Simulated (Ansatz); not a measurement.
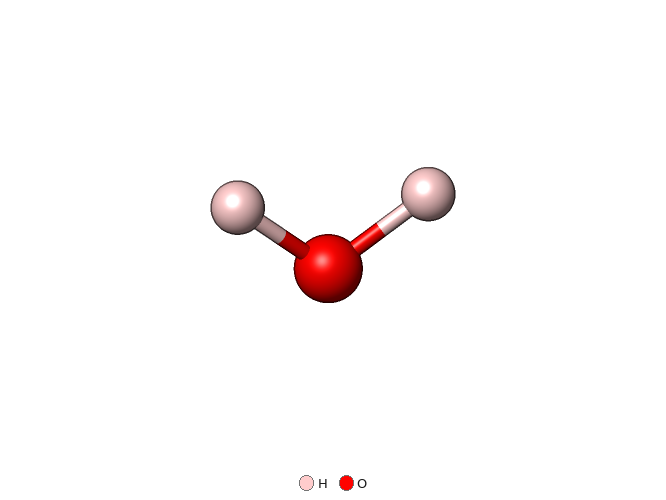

Ball-and-stick drawing of a structure. Every bond is drawn as one stick, whatever its order.

The computed structure is the end point of a PBE0-D4/def2-TZVP optimisation.

**Give the formula.**

H2O, 3 atoms: 2 hydrogen and 1 oxygen.

**How many bonds of each kind are drawn?**

2 O–H. Sticks follow a distance rule.

More results for the same structure follow; atom numbers are the same in all pictures, views and colours differ.

**Shape**

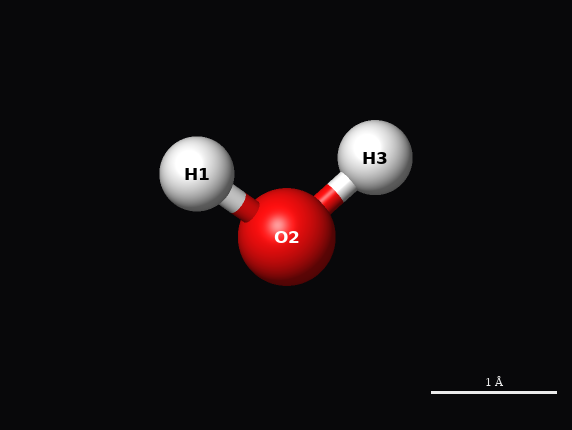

The atoms are numbered.

Which atoms are bonded, and how long are the bonds?

```csv
bond,length (Å)
H1–O2,0.960
O2–H3,0.960
```

**Electronic properties**

Properties computed with RHF-CCSD(T), frozen core/def2-TZVPP (Ansatz 0.2.0).

**Estimate the T1 diagnostic.**

0.008.

**Vibrations**

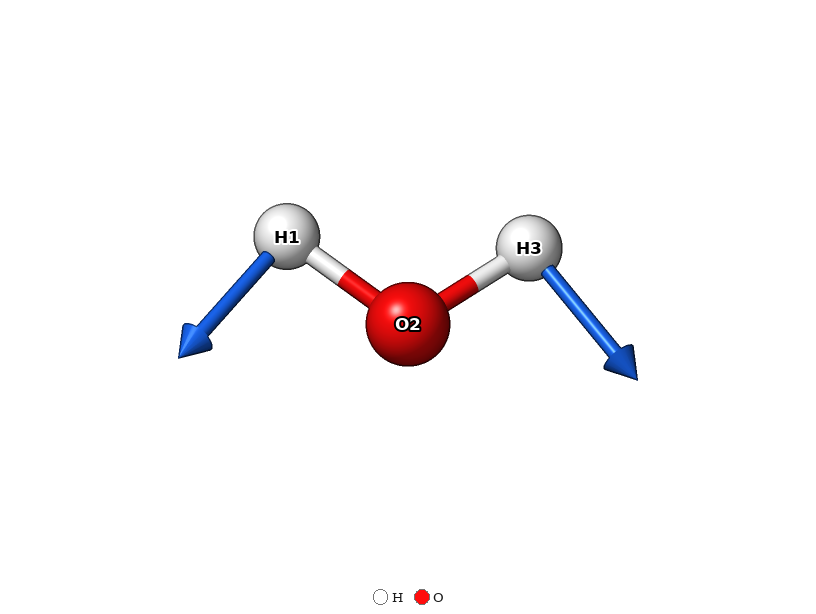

The arrows show one normal mode. Harmonic vibrations computed with RKS PBE0-D4/def2-TZVP (Ansatz 0.2.0) at a stationary point of the same level.

**Describe the motion.**

Mostly H–O–H bending.

**At what wavenumber does it lie?**

1623 cm⁻¹; it is mode 1 of 3 counted from the lowest.

**Dipole moment**

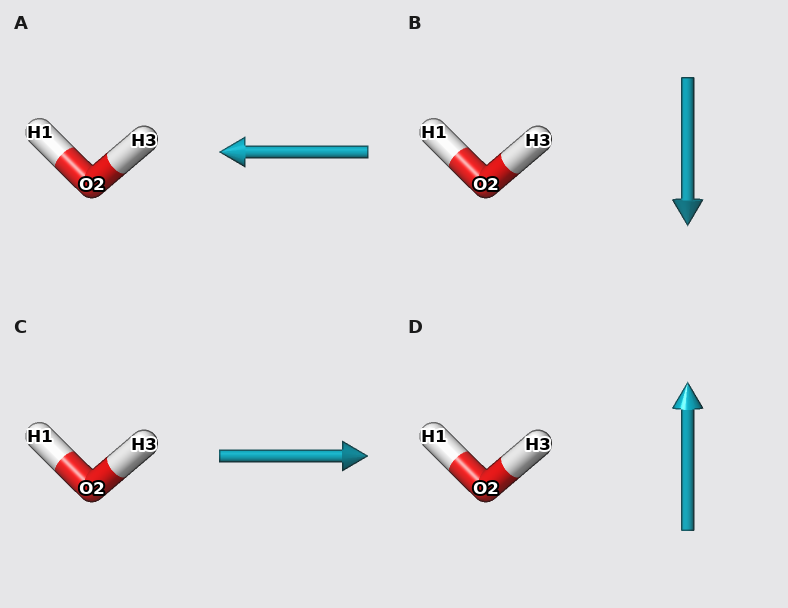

The same molecule four times, each with an arrow. Properties computed with RKS PBE0-D4/def2-TZVP (Ansatz 0.2.0).

**Which arrow points along the dipole moment, from the negative to the positive end?**

D. The dipole moment is 2.07 D; it points from the side of O2 to the side of H1, H3 (the outermost atoms at the two ends).

**Charges**

The questions are on Mulliken charges. Properties computed with RKS PBE0-D4/def2-TZVP (Ansatz 0.2.0).

List the Mulliken charges.

| atom | value (e) |
| --- | --- |
| H1 | 0.32 |
| O2 | −0.65 |
| H3 | 0.32 |

Mulliken values depend strongly on the basis set and can even reverse the polarity of a bond.
